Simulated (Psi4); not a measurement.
# BHLYP/def2-SVPD run of BH3O3 (SMILES OB(O)O)

Aim: the vertical ionisation energy of BH3O3 at BHLYP/def2-SVPD, from 2 runs. 

The results are computed with Psi4 1.11.

4 further runs of the same task are left out: 2 that didn't finish, 2 set aside as unsound or not needed.

### Step 1. The system as given

BH3O3 has 7 atoms, charge 0, and is taken as a singlet. SMILES: `OB(O)O`. The coordinates come from a GFN2-xTB relaxation. This is a higher conformer, about 20 kJ/mol above the lowest found by a separate search.

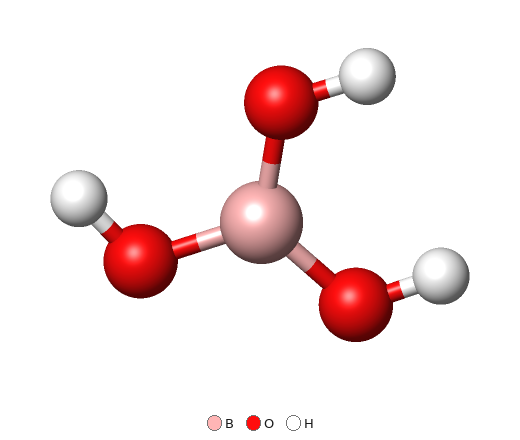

The structure, seen from a chosen angle (boron pink, oxygen red, hydrogen white).

### Step 2. Energy and gradient at BHLYP/def2-SVPD

job.in reads:

```
memory 1600 mb

molecule system {
  0 1
  B      0.179410    -0.132540    -0.077360
  O      1.490810    -0.199570    -0.389610
  H      1.952260     0.628070    -0.259260
  O     -0.320640     1.062710     0.374830
  H     -1.250820     1.097850     0.589780
  O     -0.562320    -1.258630    -0.232330
  H     -1.488690    -1.197890    -0.006060
  symmetry c1
}

set globals {
  basis                def2-SVPD
  reference            rks
  puream               true
  e_convergence        1e-09
  d_convergence        1e-08
  scf_type             pk
  dft_radial_points    99
  dft_spherical_points 590
}

e_tot, wfn = gradient("bhhlyp", return_wfn=True)
oeprop(wfn, "LOWDIN_CHARGES", "WIBERG_LOWDIN_INDICES", "MAYER_INDICES", title="BHHLYP")
print_variables()
```

Run with:

```sh
$ psi4 job.in job.out -n 1
```

job.out, shortened:

```text
[...]
  Running in c1 symmetry.
[...]
  Nuclear repulsion =  116.751213015521458
[...]
  Multiplicity = 1
[...]
  Nalpha       = 16
  Nbeta        = 16
[...]
    Number of basis functions: 113
[...]
   @RKS iter   1:  -251.89435367040664   -4.75059e-01   8.01017e-03 DIIS/ADIIS
[...]
   @RKS iter  11:  -252.20274758715112   -2.72848e-12   2.64451e-09 DIIS
[...]
    Orbital Energies [Eh]
    ---------------------
    Doubly Occupied:
       1A    -19.709395     2A    -19.704710     3A    -19.694530
       4A     -7.159172     5A     -1.188955     6A     -1.141867
       7A     -1.137173     8A     -0.687746     9A     -0.657968
      10A     -0.589336    11A     -0.520045    12A     -0.501030
      13A     -0.456018    14A     -0.433645    15A     -0.415203
      16A     -0.405683
[...]
  @RKS Final Energy:  -252.20274758715112
   => Energetics <=
    Nuclear Repulsion Energy =            116.7512130155214578
    One-Electron Energy =                -577.5348179775742210
    Two-Electron Energy =                 224.6549883313477949
    DFT Exchange-Correlation Energy =     -16.0741309564461545
    Empirical Dispersion Energy =           0.0000000000000000
    VV10 Nonlocal Energy =                  0.0000000000000000
    Total Energy =                       -252.2027475871511228
[...]
 Multipole Moments:
 ------------------------------------------------------------------------------------
     Multipole            Electronic (a.u.)      Nuclear  (a.u.)        Total (a.u.)
 ------------------------------------------------------------------------------------
 L = 1.  Multiply by 2.5417464519 to convert [e a0] to [Debye]
 Dipole X            :          0.2880614           -1.2355486           -0.9474872
 Dipole Y            :         -0.2428622            0.8385729            0.5957106
 Dipole Z            :         -0.1326325            0.5119870            0.3793545
 Magnitude           :                                                    1.1817415
[...]
  -Total Gradient:
     Atom            X                  Y                   Z
    ------   -----------------  -----------------  -----------------
       1        0.002614628712    -0.003816021074    -0.001659670122
       2       -0.003441890562    -0.004378766057    -0.000440444447
       3        0.002444358549     0.004925629220     0.000811446759
       4        0.004959127141     0.001932918653    -0.000500327269
       5       -0.006359755455     0.000093307926     0.001400655562
       6        0.006593047775     0.000195645619    -0.001451520373
       7       -0.006804557688     0.001034883089     0.001835150021
[...]
```

It took 54 s on 1 thread of Intel Xeon Platinum 8259CL at 2.50GHz (Skylake/Cascade Lake), shared host; peak memory 0.65 GiB.

### Step 3. The doublet cation, same level

bh3o3.xyz reads:

```xyz
7
BH3O3
B      0.179410    -0.132540    -0.077360
O      1.490810    -0.199570    -0.389610
H      1.952260     0.628070    -0.259260
O     -0.320640     1.062710     0.374830
H     -1.250820     1.097850     0.589780
O     -0.562320    -1.258630    -0.232330
H     -1.488690    -1.197890    -0.006060
```

bh3o3_ase.py reads:

```python
import numpy as np
from ase.calculators.psi4 import Psi4
from ase.io import read

atoms = read('bh3o3.xyz')
calc = Psi4(atoms=atoms, method='bhhlyp', basis='def2-SVPD', memory='1600MB', num_threads=1, charge=1, multiplicity=2, label='bh3o3', reference='uks')
calc.psi4.set_options({'puream': True, 'e_convergence': 1e-09, 'd_convergence': 1e-08, 'scf_type': 'pk', 'dft_radial_points': 99, 'dft_spherical_points': 590, 'maxiter': 200})
atoms.calc = calc

forces = atoms.get_forces()
print(f'energy: {atoms.get_potential_energy():.6f} eV')
print('forces / eV A^-1')
print(np.round(forces, 5))
```

Run with:

```sh
$ python bh3o3_ase.py
```

bh3o3.dat, shortened:

```text
[...]
  Running in c1 symmetry.
[...]
  Nuclear repulsion =  116.751213015521458
[...]
  Multiplicity = 2
[...]
  Nalpha       = 16
  Nbeta        = 15
[...]
    Number of basis functions: 113
[...]
   @UKS iter   1:  -251.56822499985122   -1.48930e-01   6.00976e-03 DIIS/ADIIS
[...]
   @UKS iter  32:  -251.75595417692284   -4.88853e-12   9.59636e-10 DIIS
[...]
   @S^2 Observed:                7.759312588E-01
[...]
  @UKS Final Energy:  -251.75595417692284
   => Energetics <=
    Nuclear Repulsion Energy =            116.7512130155214578
    One-Electron Energy =                -568.0036452263709634
    Two-Electron Energy =                 215.3672509525283942
    DFT Exchange-Correlation Energy =     -15.8707729186017037
    Empirical Dispersion Energy =           0.0000000000000000
    VV10 Nonlocal Energy =                  0.0000000000000000
    Total Energy =                       -251.7559541769228417
[...]
 Multipole Moments:
 ------------------------------------------------------------------------------------
     Multipole            Electronic (a.u.)      Nuclear  (a.u.)        Total (a.u.)
 ------------------------------------------------------------------------------------
 L = 1.  Multiply by 2.5417464519 to convert [e a0] to [Debye]
 Dipole X            :          1.0589006           -1.2355486           -0.1766480
 Dipole Y            :         -0.5573112            0.8385729            0.2812617
 Dipole Z            :         -0.3946058            0.5119870            0.1173812
 Magnitude           :                                                    0.3522655
[...]
  -Total Gradient:
     Atom            X                  Y                   Z
    ------   -----------------  -----------------  -----------------
       1        0.091172683225    -0.034485532517    -0.030220732782
       2       -0.029479364916     0.025429180103     0.013876864221
       3       -0.016523774329    -0.019863864306    -0.001980228956
       4       -0.024645842077     0.031034913376     0.014416496568
       5        0.000173007699    -0.005672001258    -0.001690746204
       6       -0.029498074518    -0.000870810984     0.006279139434
       7        0.008804790491     0.004416707602    -0.000684875546
[...]
```

The script printed:

```text
energy: -6850.628453 eV
forces / eV A^-1
[[-4.68829  1.77332  1.55401]
 [ 1.51589 -1.30762 -0.71358]
 [ 0.84969  1.02144  0.10183]
 [ 1.26734 -1.59588 -0.74133]
 [-0.0089   0.29167  0.08694]
 [ 1.51685  0.04478 -0.32289]
 [-0.45276 -0.22712  0.03522]]
```

Wall time 2.8 min (1 thread of Intel Xeon Platinum 8259CL at 2.50GHz (Skylake/Cascade Lake), shared host); peak memory 0.66 GiB.

### Step 4. Results

At BHLYP/def2-SVPD:

| quantity | value |
| --- | --- |
| singlet BH3O3: total energy | -252.20275 Eh |
| singlet BH3O3: dipole moment | 3.00 D |
| singlet BH3O3: HOMO energy | -11.04 eV |
| singlet BH3O3: LUMO energy | 0.01 eV |
| singlet BH3O3: HOMO–LUMO gap | 11.05 eV |
| singlet BH3O3: largest force on an atom | 0.366 eV/Å |
| doublet cation: total energy | -251.75595 Eh |
| doublet cation: HOMO energy (highest over α and β) | -17.03 eV |
| doublet cation: LUMO energy (lowest over α and β) | -13.37 eV |
| doublet cation: ⟨S²⟩ | 0.776 |
| doublet cation: largest force on an atom | 5.248 eV/Å |
| vertical ionisation energy (to the doublet cation) | 12.158 eV |

What this shows: The vertical ionisation energy comes to 12.16 eV (1173 kJ/mol). The largest force (singlet BH3O3) is 0.37 eV/Å: the shape isn't a stationary point for this species at this level. The negative HOMO energy of the first species, 11.04 eV, lies 1.12 eV below that difference.
